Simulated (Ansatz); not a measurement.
# (PbS)2(AgBr)1 [001] superlattice, started as rocksalt type: phonons and vibrational spectra

Wanted: phonon frequencies of (PbS)2(AgBr)1 [001] superlattice, started as rocksalt type and what follows from them.

Program: Ansatz 0.2.0. Level of theory: DFT LDA, scalar-relativistic, plane waves, PAW. Results are calculated unless marked as measured.

The structure was built from a prototype and need not be the compound's stable phase.

**1. Set-up**

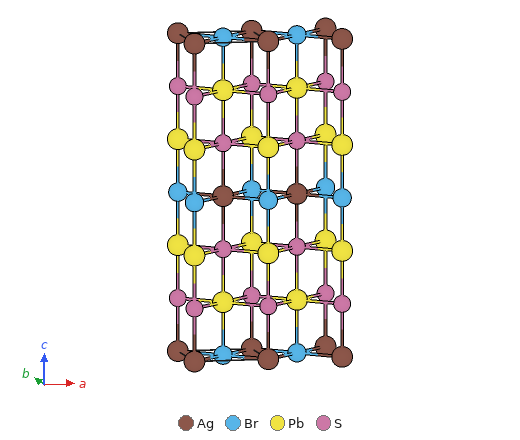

Start, viewed slightly off an axis; silver brown, bromine blue, lead yellow, sulfur pink. 2×1×1 cells are drawn. This picture shows the conventional cell, with its axes. Some periodic images of atoms are drawn too.

**2. Rough relaxation**

A rough relaxation comes first, because large forces or stress need no tight tolerances yet.

input.yaml reads:

```yaml
crystal:
  lattice:
    - [2.94167, 2.94167, 0.0]
    - [-2.94167, 2.94167, 0.0]
    - [2.94167, 0.0, 8.825]
  atoms:
    - { symbol: Ag, position: [0.666667, 0.333333, 0.666667] }
    - { symbol: Br, position: [0.166667, 0.833333, 0.666667] }
    - { symbol: Pb, position: [0.0, 0.0, 0.0] }
    - { symbol: Pb, position: [0.333333, 0.666667, 0.333333] }
    - { symbol: S, position: [0.5, 0.5, 0.0] }
    - { symbol: S, position: [0.833333, 0.166667, 0.333333] }
kpoints:
  mp_grid: { grid: [6, 6, 6] }
hamiltonian:
  xc: lda
scf:
  occupations: { method: gaussian, width: 0.1 }
output:
  forces: true
  stress: true
  eigenvalues: true
relax:
  adjacent_minimum: "off"
  f_tol: 0.05
  max_steps: 80
  cell: { stress_tol: 0.5 }
```

Launch:

```sh
$ ansatz run input.yaml --threads 8 --pin off --max-ram 14336MiB --backend cpu --events-out ev --progress --plain --runs-dir out
```

Numbers of over 12 decimals in the logs are rounded to 6 here.

Output:

```text
[...]
- [2.905590, 2.905590, 0.0]
    - [-2.905590, 2.905590, 0.0]
    - [2.905590, 0, 8.477573]
  atoms:
    - { symbol: Ag, position: [0.666667, 0.333333, 0.666667] }
    - { symbol: Br, position: [0.166667, 0.833333, 0.666667] }
    - { symbol: Pb, position: [-0.00658725, 0.00658725, 0.013175] }
    - { symbol: Pb, position: [0.339921, 0.660079, 0.320159] }
    - { symbol: S, position: [0.513945, 0.486055, -0.027890] }
    - { symbol: S, position: [0.819388, 0.180612, 0.361224] }
[key lines of the parts left out:]
SCF converged after 4 iterations
Free energy (F): -35098.293275 eV
Fermi energy:    9.333332 eV
P = ⅓ Tr σ = -0.0109 GPa (-0.109 kbar)
```

Run time: 7.2 s. Hardware: 8 threads of Intel Xeon 6975P-C (Granite Rapids), shared host; peak memory 0.78 GiB.

The steps of the relaxation:

```csv
step,energy less that of the first step (eV),largest force component (eV/Å),pressure (GPa),volume (Å³)
1,0.0000,0.6343,-2.77,152.73
2,-0.2008,0.4057,0.72,142.35
3,-0.2536,0.1881,0.33,142.76
4,-0.2725,0.0273,0.42,142.36
5,-0.2742,0.0237,-0.01,143.14
6*,-0.2730,0.0236,-0.01,143.14
```

Relaxation steps marked * repeat the geometry before them on a plane-wave basis chosen anew for their cell, so energy and pressure can jump there.

Forces are held to the 16 operations that the run works with; a distortion that breaks them can't arise in this run.

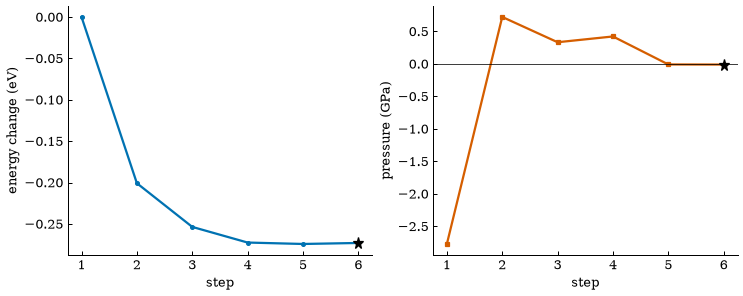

Energy and pressure along the relaxation. Stars mark steps on a basis chosen anew.

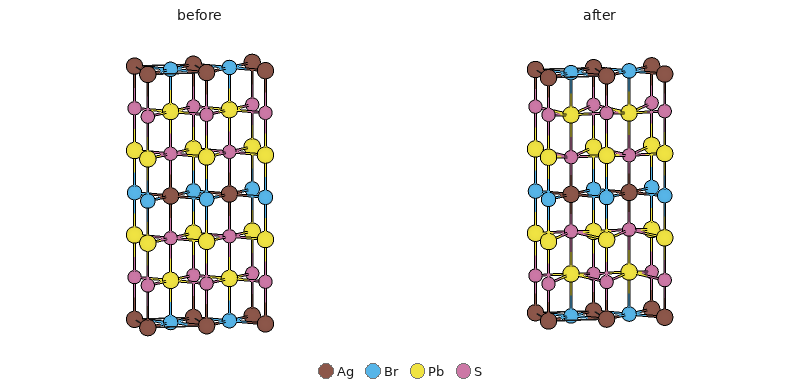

Before and after, at one scale.

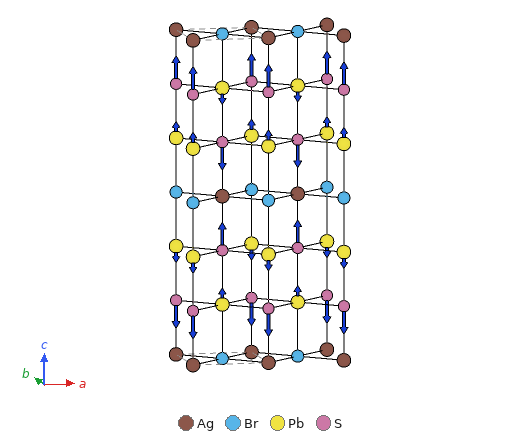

Displacements in the relaxation, exaggerated, measured against the changing cell; the longest in the cell stands for 0.24 Å. 2×1×1 conventional cells are drawn. Some periodic images of atoms are drawn too.

```
conventional cell, symmetrised  before   after  change
                         a (Å)   4.160   4.109  -1.2 %
                         b (Å)   4.160   4.109  -1.2 %
                         c (Å)  17.650  16.955  -3.9 %
              volume (Å³/atom)   25.46   23.86  -6.3 %
```

The atoms that moved most (Å, as changes of fractional coordinates times the final cell):

```csv
atom,dx,dy,dz,length
S6,0.000,0.000,0.236,0.236
S5,0.000,0.000,-0.236,0.236
Pb3,0.000,0.000,0.112,0.112
Pb4,0.000,0.000,-0.112,0.112
```

Numbers from this step:

```yaml
pressure: -0.01087 GPa
volume_per_atom: 23.86 Å³
gap_on_the_k_mesh: 0.5276 eV
direct_gap_on_mesh: 0.5276 eV
```

In this step the volume went from 25.46 to 23.86 Å³/atom.

**3. Bringing the structure to rest**

The cell and atoms are relaxed, since residual forces and stress would shift the frequencies.

input.yaml reads:

```yaml
crystal:
  lattice:
    - [2.9055897868, 2.9055897868, 0.0]
    - [-2.9055897868, 2.9055897868, 0.0]
    - [2.9055897868, 0.0, 8.4775728801]
  atoms:
    - { symbol: Ag, position: [0.6666666667, 0.3333333333, 0.6666666667] }
    - { symbol: Br, position: [0.1666666667, 0.8333333333, 0.6666666667] }
    - { symbol: Pb, position: [-0.0065872503, 0.0065872503, 0.0131745005] }
    - { symbol: Pb, position: [0.3399205836, 0.6600794164, 0.3201588328] }
    - { symbol: S, position: [0.5139451936, 0.4860548064, -0.0278903872] }
    - { symbol: S, position: [0.8193881397, 0.1806118603, 0.3612237206] }
kpoints:
  mp_grid: { grid: [8, 8, 8] }
hamiltonian:
  xc: lda
scf:
  occupations: { method: gaussian, width: 0.02 }
output:
  forces: true
  stress: true
  eigenvalues: true
  write_density: true
  write_potential: true
  elf: true
  volumetric_format: npy
relax:
  adjacent_minimum: "off"
  f_tol: 0.005
  max_steps: 80
  cell: { stress_tol: 0.05 }
```

Output:

```text
[...]
Crystal: 6 atoms, lattice volume = 143.143 Å³
Basis set: ecut = 420 eV, 2793 PW (Γ)
Bands: 40, of which v1, the nominal top of the filled ones, is band 33 counted from 1 (32 counted from 0)
Symmetry: 16 space group operations
[...]
k-points: 59 of 512
[...]
SCF iter   1: F=—  HF=-35098.318968 eV  |F-HF|=—  |Δ(HF+E_count)|=         —  Δρ=7.51e-3  dr2=1.04e-1  ethr=1.77e-3  ⟨swp⟩=7.1  Hψ=10097  notcnv=0  defer=2
[...]
SCF iter   7: F=-35098.291691 eV  HF=-35098.291691 eV  |F-HF|=1.07e-8  |Δ(HF+E_count)|=   8.36e-8  Δρ=3.76e-6  dr2=2.54e-8  ethr=1.52e-10  ⟨swp⟩=14.8  Hψ=19296  notcnv=0
SCF 1 converged in 7 iterations: F = -35098.291691 eV  dr2 = 2.54e-8
[...]
relax step   1: F+E_penalty+E_count = -35098.29169073 eV  Δ(F+E_penalty+E_count) = +0.000e0 eV  max|allowed force component| = 2.312e-2 eV/Å  Δτ_max = 0.0000 Å  P = -0.001 GPa  Ω = 143.143 Å³  (7 SCF iters, dr2 threshold 1.00e-7 eV, accepted)
Crystal: 6 atoms, lattice volume = 143.100 Å³
[...]
SCF iter   5: F=-35098.291860 eV  HF=-35098.291860 eV  |F-HF|=3.58e-9  |Δ(HF+E_count)|=   1.75e-8  Δρ=2.10e-6  dr2=8.40e-9  ethr=5.06e-11  ⟨swp⟩=8.6  Hψ=14594  notcnv=0
SCF 2 converged in 5 iterations: F = -35098.291860 eV  dr2 = 8.40e-9
relax step   2: F+E_penalty+E_count = -35098.29186012 eV  Δ(F+E_penalty+E_count) = -1.694e-4 eV  max|allowed force component| = 4.702e-3 eV/Å  Δτ_max = 0.0052 Å  P = +0.037 GPa  Ω = 143.100 Å³  energy of the carried Pulay correction = +5.767e-6 eV  (5 SCF iters, dr2 threshold 3.34e-8 eV, accepted)
Crystal: 6 atoms, lattice volume = 143.229 Å³
[...]
SCF iter   4: F=-35098.291869 eV  HF=-35098.291869 eV  |F-HF|=5.09e-9  |Δ(HF+E_count)|=   1.81e-8  Δρ=2.65e-6  dr2=1.18e-8  ethr=2.53e-11  ⟨swp⟩=7.1  Hψ=16310  notcnv=0
SCF 3 converged in 4 iterations: F = -35098.291869 eV  dr2 = 1.18e-8
relax step   3: F+E_penalty+E_count = -35098.29186885 eV  Δ(F+E_penalty+E_count) = -8.727e-6 eV  max|allowed force component| = 1.111e-3 eV/Å  Δτ_max = 0.0015 Å  P = -0.022 GPa  Ω = 143.229 Å³  energy of the carried Pulay correction = -1.150e-5 eV  (4 SCF iters, dr2 threshold 1.67e-8 eV, accepted)
[...]
SCF iter   1: F=—  HF=-35098.291878 eV  |F-HF|=—  |Δ(HF+E_count)|=         —  Δρ=3.00e-6  dr2=1.32e-8  ethr=1.21e-7  ⟨swp⟩=4.5  Hψ=17732  notcnv=0
eigensolver tolerance schedule: the retry pair's looser diagonalisation over-reported the residual by 6043.13 of it (diagonalisation noise at 0.31 of the residual, at the tolerance the schedule requests for it); recorded, not acted on — ethr = c·dr2/N_el stays at c = 1.0e-1
SCF iter   2: F=—  HF=-35098.291882 eV  |F-HF|=—  |Δ(HF+E_count)|=   4.17e-6  Δρ=1.50e-6  dr2=3.06e-9  ethr=2.01e-11  ⟨swp⟩=3.6  Hψ=6081  notcnv=0
[...]
SCF iter   4: F=-35098.291882 eV  HF=-35098.291882 eV  |F-HF|=7.28e-12  |Δ(HF+E_count)|=  2.91e-11  Δρ=1.35e-7  dr2=2.08e-11  ethr=1.00e-12  ⟨swp⟩=6.6  Hψ=13732  notcnv=0
SCF 4 converged in 4 iterations: F = -35098.291882 eV  dr2 = 2.08e-11
relax step   4: F+E_penalty+E_count = -35098.29188176 eV  Δ(F+E_penalty+E_count) = -1.291e-5 eV  max|allowed force component| = 1.115e-3 eV/Å  Δτ_max = 0.0000 Å  P = -0.022 GPa  Ω = 143.229 Å³  stress off target by 2.90e-2 GPa  SCF on the basis re-selected at this cell (its energy is not comparable with the rows above)  (4 SCF iters)
basis re-selected at this cell: Δ(F+E_penalty+E_count) = -1.291e-5 eV, ΔP = +0.000 GPa vs the last step (what re-selecting the basis moved, of the pressure what is left beyond the Pulay correction that the steps carried, after the strain that the cell walked since its last selection, with what the two solves' SCF thresholds leave and, on support functions, any second-order correction that the steps lacked; it is no m [...]
SCF converged after 4 iterations
Free energy (F): -35098.291882 eV
[...]
Internal energy: -35098.291882 eV  (E = F + TS)
E sigma→0 (E₀):  -35098.291882 eV
Fermi energy:    9.323446 eV
[...]
--- Forces (eV/Å), atoms counted from 1 ---
  atom   1  Ag     0.00000000     0.00000000     0.00000000
  atom   2  Br    -0.00000000    -0.00000000     0.00000000
  atom   3  Pb     0.00000000     0.00000000     0.00037483
  atom   4  Pb     0.00000000     0.00000000    -0.00037483
  atom   5  S     -0.00000000    -0.00000000     0.00111523
  atom   6  S     -0.00000000    -0.00000000    -0.00111523
  max |Σ_I F_I| component: 1.73e-18 eV/Å
--- Stress (GPa, compression-positive) ---
       -0.029046      -0.000000       0.000000
        0.000000      -0.029046       0.000000
        0.000000       0.000000      -0.007870
  P = ⅓ Tr σ = -0.0220 GPa (-0.220 kbar)
--- Band table (eV; the first three rows and the last of 59) ---
  k-point 0: bands = [... 29 lower, 6.4033, 6.7509, 6.7959, 6.7959, 9.6223, 13.1758, 13.3523, 13.7900, ... 3 higher]
  k-point 1: bands = [... 29 lower, 6.5865, 6.8085, 6.8085, 6.8354, 9.8368, 12.9105, 13.1639, 13.7686, ... 3 higher]
  k-point 2: bands = [... 29 lower, 6.8382, 6.8382, 6.8947, 7.1283, 10.4086, 12.2019, 13.1377, 13.7171, ... 3 higher]
  k-point 58: bands = [... 29 lower, 5.9414, 5.9414, 6.3827, 7.2656, 11.3934, 11.6961, 12.4627, 12.4627, ... 3 higher]
--- Relaxed structure (3 steps of the walk, 3 accepted, 1 SCFs on fresh bases) ---
[...]
cell:  # Å, volume = 143.2291 Å³
    - [2.907164, 2.907164, 0.0]
    - [-2.907164, 2.907164, 0.0]
    - [2.907164, 0.0, 8.473487]
  atoms:
    - { symbol: Ag, position: [0.666667, 0.333333, 0.666667] }
    - { symbol: Br, position: [0.166667, 0.833333, 0.666667] }
    - { symbol: Pb, position: [-0.00666663, 0.00666663, 0.013333] }
    - { symbol: Pb, position: [0.340000, 0.660000, 0.320000] }
    - { symbol: S, position: [0.513549, 0.486451, -0.027099] }
    - { symbol: S, position: [0.819784, 0.180216, 0.360432] }
```

Elapsed: 7.8 s, on 8 threads; peak memory 0.85 GiB; 52 s of CPU time.

The steps of the relaxation:

```csv
step,energy less that of the first step (eV),largest force component (eV/Å),pressure (GPa),volume (Å³)
1,0.0000,0.0231,0.00,143.14
2,-0.0002,0.0047,0.04,143.10
3,-0.0002,0.0011,-0.02,143.23
4*,-0.0002,0.0011,-0.02,143.23
```

Relaxation steps marked * repeat the geometry before them on a plane-wave basis chosen anew for their cell, so energy and pressure can jump there.

Forces are held to the 16 operations that the run works with; a distortion that breaks them can't arise in this run.

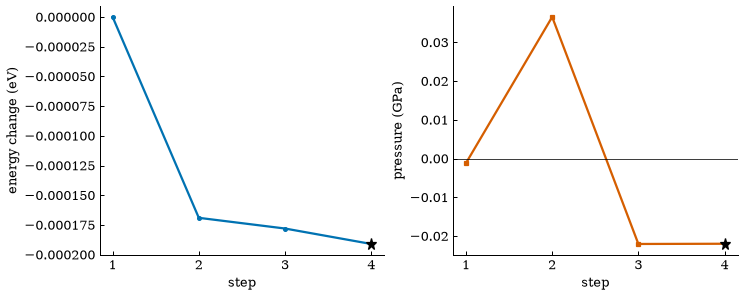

Energy and pressure along the relaxation. Stars mark steps on a basis chosen anew.

| conventional cell, symmetrised | before | after | change |
| --- | --- | --- | --- |
| a (Å) | 4.109 | 4.111 | +0.1 % |
| b (Å) | 4.109 | 4.111 | +0.1 % |
| c (Å) | 16.955 | 16.947 | -0.0 % |
| volume (Å³/atom) | 23.86 | 23.87 | +0.1 % |

Final coordinates:

```xyz
6
Lattice="2.9072 2.9072 0.0000 -2.9072 2.9072 0.0000 2.9072 0.0000 8.4735" Properties=species:S:1:pos:R:3 pbc="T T T"
Ag    2.9072    2.9072    5.6490
Br    0.0000    2.9072    5.6490
Pb    0.0000    0.0000    0.1130
Pb    0.0000    2.9072    2.7115
S     0.0000    2.9072   -0.2296
S     2.9072    2.9072    3.0541
```

Numbers from this step:

| Quantity | Value |
| --- | --- |
| pressure | -0.02199 GPa |
| gap on the k-mesh | 0.5295 eV |
| volume per atom | 23.87 Å³ |
| direct gap on mesh | 0.5295 eV |

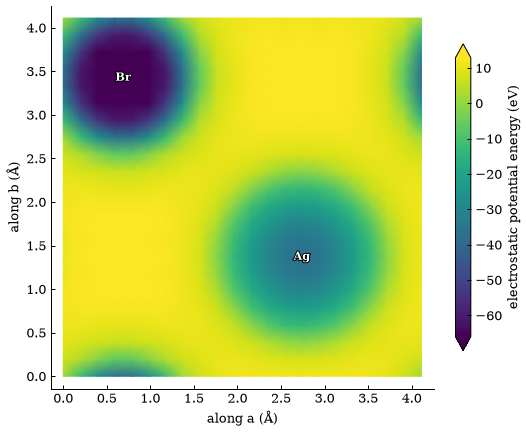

Electrostatic potential energy in the ab plane of the cell as run, not the conventional one, at fractional z = 0.667, with atoms of Ag and Br within 0.2 Å of it. With pseudopotentials it is smooth inside the atoms' cores, unlike the true potential.

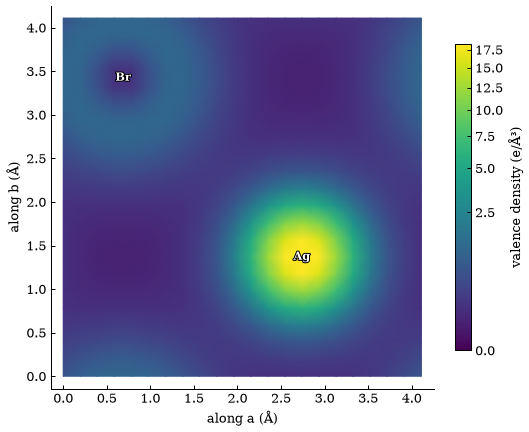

Valence density in the ab plane of the cell as run, not the conventional one, at fractional z = 0.667, with atoms of Ag and Br within 0.2 Å of it. It is the smooth field of the valence electrons, not physical close to the nuclei. The colour scale is stretched toward low values.

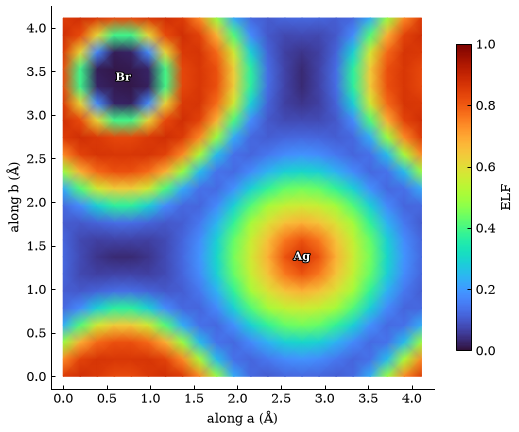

ELF in the ab plane of the cell as run, not the conventional one, at fractional z = 0.667, with atoms of Ag and Br within 0.2 Å of it. It is the smooth field of the valence electrons, not physical close to the nuclei.

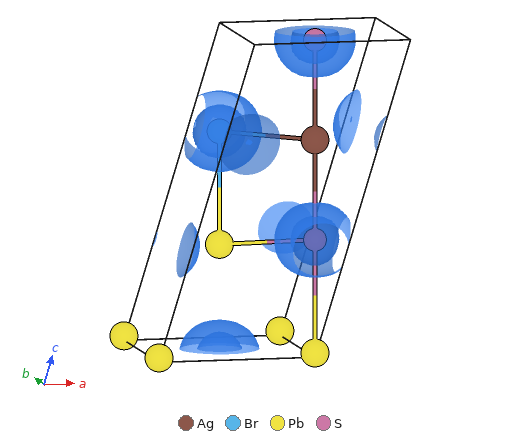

Surface of ELF = 0.8. Drawn on the cell as run, not the conventional one. Bonds to atoms that aren't drawn are left out.

In this step the volume went from 23.86 to 23.87 Å³/atom.

**4. Tight relaxation**

Phonons need a cell at rest on their own settings, so the relaxation is repeated with tight tolerances on forces and stress on the k mesh and occupations of the first response run.

input.yaml reads:

```yaml
crystal:
  lattice:
    - [2.9071640487, 2.9071640487, 0.0]
    - [-2.9071640487, 2.9071640487, 0.0]
    - [2.9071640487, 0.0, 8.4734873861]
  atoms:
    - { symbol: Ag, position: [0.6666666667, 0.3333333333, 0.6666666667] }
    - { symbol: Br, position: [0.1666666667, 0.8333333333, 0.6666666667] }
    - { symbol: Pb, position: [-0.0066666263, 0.0066666263, 0.0133332527] }
    - { symbol: Pb, position: [0.3399999597, 0.6600000403, 0.3200000807] }
    - { symbol: S, position: [0.5135494247, 0.4864505753, -0.0270988495] }
    - { symbol: S, position: [0.8197839086, 0.1802160914, 0.3604321828] }
kpoints:
  mp_grid: { grid: [8, 8, 8] }
hamiltonian:
  xc: lda
scf:
  occupations: { method: fixed }
output:
  forces: true
  stress: true
  eigenvalues: true
relax:
  adjacent_minimum: "off"
  f_tol: 0.001
  max_steps: 60
  cell: { stress_tol: 0.01 }
```

Output:

```text
[...]
Crystal: 6 atoms, lattice volume = 143.229 Å³
Basis set: ecut = 420 eV, 2793 PW (Γ)
Bands: 40, of which v1, the nominal top of the filled ones, is band 33 counted from 1 (32 counted from 0)
Symmetry: 16 space group operations
[...]
k-points: 59 of 512
[...]
cell:  # Å, volume = 143.1742 Å³
    - [2.906592, 2.906592, 0]
    - [-2.906592, 2.906592, 0]
    - [2.906592, 0, 8.473572]
  atoms:
    - { symbol: Ag, position: [0.666667, 0.333333, 0.666667] }
    - { symbol: Br, position: [0.166667, 0.833333, 0.666667] }
    - { symbol: Pb, position: [-0.00667777, 0.00667777, 0.013356] }
    - { symbol: Pb, position: [0.340011, 0.659989, 0.319978] }
    - { symbol: S, position: [0.513541, 0.486459, -0.027083] }
    - { symbol: S, position: [0.819792, 0.180208, 0.360416] }
[key lines of the parts left out:]
SCF converged after 5 iterations
Free energy (F): -35098.291886 eV
Fermi energy:    9.065515 eV
P = ⅓ Tr σ = 0.0010 GPa (0.010 kbar)
```

The job ended after 7.1 s (8 threads; peak memory 0.85 GiB; 49 s of CPU time).

Little changed from the start: no atom moved by 0.005 Å and no cell edge by 0.1 %.

This step gave:

| Quantity | Value |
| --- | --- |
| pressure | 9.85e-4 GPa |
| gap on the k-mesh | 0.5285 eV |
| volume per atom | 23.86 Å³ |
| direct gap on mesh | 0.5285 eV |

The largest force component left is 0.55 meV/Å and the pressure is 0.001 GPa, within the tolerances set. The cell now holds 23.86 Å³/atom.

[end of part 1 of 3]

[Logs are printed without paths, hosts, clocks, repeated set-up lines and the standing remarks that a program may print on its own settings, such as how far it seeks lower states.]

[Hosts, paths, dates, database ids (printed as entryN), source tags and the programs' standing remarks are cut or masked in the printed files.]
